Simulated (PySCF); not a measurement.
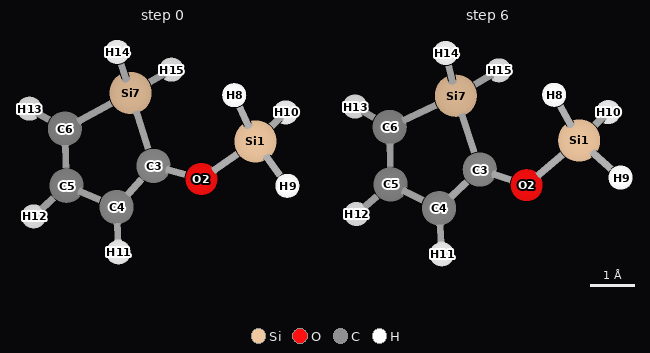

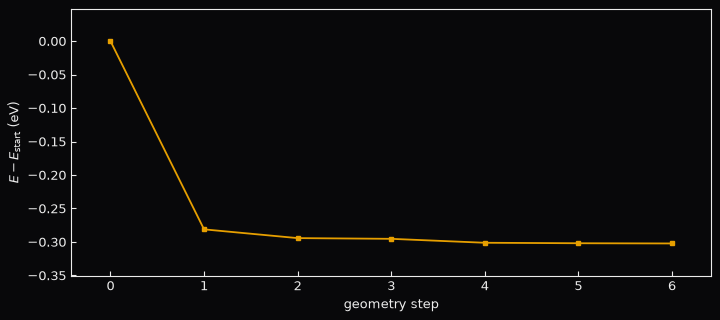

First and last geometry of a relaxation of C$_{4}$H$_{8}$OSi$_{2}$, with the history of the run. Style: ball-and-stick. Shown at a tilt.

The start comes from GFN2-xTB. Its atoms were then displaced at random by about 0.01 Å.

These are results of PBE0-D3(BJ)/def2-SVP geometry optimisation, gas phase (PySCF), not measurements. 

Read the history and describe the run.

Answer. It converged. H9 moves most after the best rigid fit: 0.28 Å. By element the largest moves are H 0.28 Å, O 0.15 Å, C 0.10 Å, Si 0.07 Å. Near-neighbour distances that change, for instance: Si1–O2 1.621 → 1.680 Å, Si1–H9 1.435 → 1.485 Å, Si1–H10 1.455 → 1.494 Å, C3–C4 1.319 → 1.354 Å. Among the angles between lasting bonds that change: Si1–O2–C3 134.0° → 125.8°, C3–C4–H11 128.1° → 122.4°, C4–C3–Si7 112.2° → 106.6°. The energy falls by 0.302 eV in 6 geometry steps. Cost: 56 s on 1 thread of Intel(R) Xeon(R) Platinum 8488C, on a shared host.

```csv
step,"E − E(0), eV"
0,0.0000
1,-0.2812
2,-0.2942
3,-0.2953
4,-0.3012
5,-0.3019
6,-0.3022
```
